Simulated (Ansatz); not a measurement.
Profile along the O–Cd line in CdO (rock salt)

CdO (rock salt), conventional cell a = 4.768 Å, b = 4.768 Å, c = 4.768 Å, α = 90.00°, β = 90.00°, γ = 90.00°. The calculation uses the primitive cell of 2 atoms, to which meshes and values per cell refer.

Fields along a shortest O–Cd line of a {100} plane (2.38 Å), from O to Cd, interpolated on the slice's grid (step about 0.1 Å). Method: PBE (plane waves to 420 eV, PAW, scalar-relativistic; Ansatz, an electronic-structure program). k mesh 12×12×12. Inside the PAW spheres the values are not all-electron values, and peaks at nuclei hang on which shells count as valence. CdO was relaxed with its symmetry unable to fall.

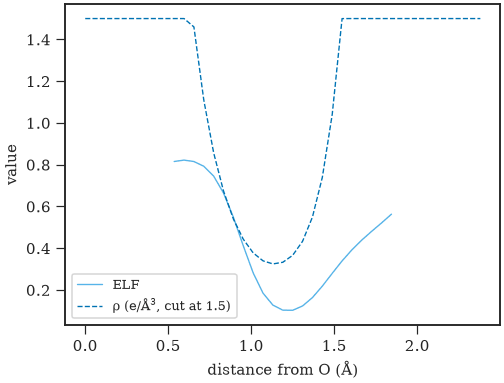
Fig. 1. ELF (away from the nuclei) and valence density from O to Cd.

Density on the O–Cd line (2.38 Å) at its density minimum, 1.1 Å from O: 0.32 e/Å³. ELF at that point: 0.1.
